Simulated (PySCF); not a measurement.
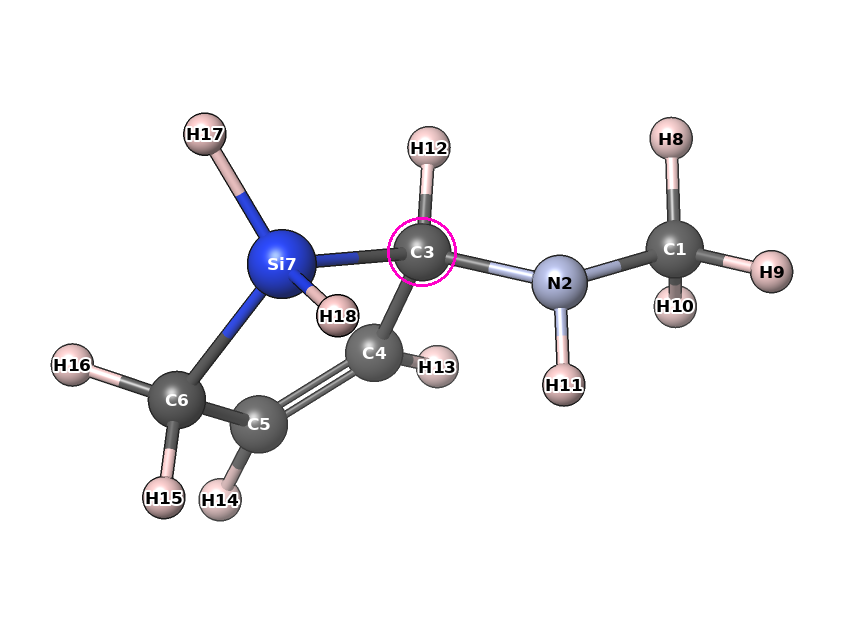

Depth is shown by fading: the farther an atom, the more it takes the colour of the background. Circles mark the stereogenic atoms. Computed geometry: GFN2-xTB optimisation. No frequency run is at hand to confirm it as a minimum.

What are the Cahn–Ingold–Prelog descriptors?

Answer. C3: R (priorities Si7 > N2 > C4 > H12).

Give a SMILES with the stereochemistry.

Answer. CN[C@H]1C=CC[SiH2]1
